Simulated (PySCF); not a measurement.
**AlNH3 (SMILES [NH2][AlH]) at U-r2SCAN/STO-3G**

Aim: the energy change on altering one bond length of AlNH3 at U-r2SCAN/STO-3G, from 2 runs. 

Program for the calculation: PySCF 2.14.0.

11 further runs of the same task are left out: 11 set aside as unsound or not needed.

### Step 1. The system as given

AlNH3: 5 atoms, total charge 0, spin state doublet. As SMILES, `[NH2][AlH]`. The coordinates come from a PBE0-D4/def2-TZVP relaxation. This is one conformer, not always the lowest.

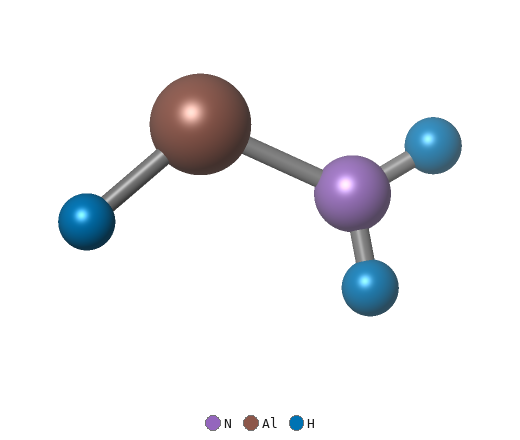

Viewed from a chosen angle; nitrogen purple, aluminium brown, hydrogen blue.

### Step 2. The energy at U-r2SCAN/STO-3G

job.py reads:

```python
from pyscf import gto, dft

mol = gto.Mole()
mol.atom = [
    ('N', (-0.116600, -0.660800, 0.175100)),
    ('Al', (0.836600, 0.833900, 0.120800)),
    ('H', (0.148500, -1.505300, 0.655500)),
    ('H', (-1.010300, -0.782800, -0.277400)),
    ('H', (0.191800, 2.041400, -0.715400)),
]
mol.spin = 1
mol.max_memory = 1860
mol.charge = 0
mol.verbose = 3
mol.basis = 'sto-3g'
mol.build()

mf = dft.UKS(mol, xc='r2scan')
mf.conv_tol = 1e-10
mf.grids.level = 5
mf.kernel()
if not mf.converged:
    mf = mf.newton().run(mf.mo_coeff, mf.mo_occ)

etot = mf.e_tot
print('Final energy', etot)
```

Launch:

```bash
$ OMP_NUM_THREADS=1 python job.py
```

Standard output:

```text
WARN: HOMO -0.0915297392069625 >= LUMO -0.0915297392069626

converged SCF energy = -295.202840235705  <S^2> = 0.75400911  2S+1 = 2.0040051
Final energy -295.20284023570457
```

Wall time 6 s (1 thread of Arm Neoverse V1, shared host); peak memory 0.21 GiB.

### Step 3. The distorted shape

input.xyz reads:

```xyz
5

N      0.062181    -0.636394     0.265621
Al     1.015381     0.858306     0.211321
H      0.327281    -1.480894     0.746021
H     -1.010300    -0.782800    -0.277400
H      0.370581     2.065806    -0.624879
```

job.py reads:

```python
from pyscf import gto, dft

mol = gto.M(
    atom='input.xyz',
    max_memory=1860,
    spin=1,
    basis='sto-3g',
    verbose=3,
)

mf = dft.UKS(mol, xc='r2scan')
mf.grids.level = 5
mf.conv_tol = 1e-10
mf.kernel()
if not mf.converged:
    mf = mf.newton().run(mf.mo_coeff, mf.mo_occ)

e_final = mf.e_tot
print('E(%s) = %.9f' % ('R2SCAN', e_final))
```

Launch:

```bash
$ OMP_NUM_THREADS=1 python job.py
```

Standard output:

```text
WARN: HOMO -0.0928081375543074 >= LUMO -0.0928081375543066

converged SCF energy = -295.184491198846  <S^2> = 0.75474116  2S+1 = 2.0047356
E(R2SCAN) = -295.184491199
```

Wall time 6.3 s (1 thread of Arm Neoverse V1, shared host); peak memory 0.21 GiB.

### Step 4. Summary of results

Level: U-r2SCAN/STO-3G.

| quantity | value |
| --- | --- |
| first shape: total energy | -295.20284 Eh |
| first shape: dipole moment | 1.41 D |
| first shape: HOMO energy (highest over α and β) | -0.31 eV |
| first shape: LUMO energy (lowest over α and β) | 2.82 eV |
| first shape: ⟨S²⟩ | 0.754 |
| distorted shape: total energy | -295.18449 Eh |
| distorted shape: dipole moment | 1.49 D |
| distorted shape: HOMO energy (highest over α and β) | -0.42 eV |
| distorted shape: LUMO energy (lowest over α and β) | 2.61 eV |
| distorted shape: ⟨S²⟩ | 0.755 |
| energy change with the N1–H4 bond stretched from 1.009 to 1.211 Å | 0.499 eV |

**Reading.** With the N1–H4 bond stretched from 1.009 to 1.211 Å the energy rises by 0.50 eV (11.5 kcal/mol). The first shape isn't relaxed at this level, so the change isn't measured from a minimum. The minimal basis adds a large error of its own. Mulliken charges (first shape) run from -0.63 on N1 to +0.60 on Al2.
